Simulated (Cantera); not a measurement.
A closed system holds: 1 mol Si3N4, 3.7 mol HF, 18 mol Cl2, equilibrated at 13300 Pa.

Method: chemical equilibrium by Gibbs-energy minimisation in Cantera with the NASA 1993 tables (ideal gas, pure condensed phases). Candidate condensed phases: NH4Cl, Si, Si3N4; 49 gas species. The tables' values for SiCl3, SiF3 are old estimates; treat these amounts as uncertain. Rates play no part.

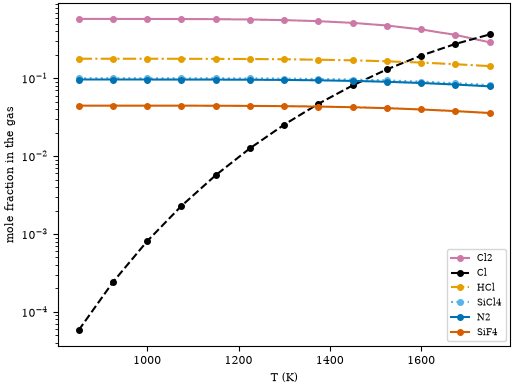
Equilibrium gas composition (values under 1e-9 drawn at 1e-9)

### Question
Read off the mole fractions at 1750 K.

### Answer
Cl about 0.37, Cl2 about 0.29, HCl about 0.14, SiCl4 about 0.082, N2 about 0.079, SiF4 about 0.036.
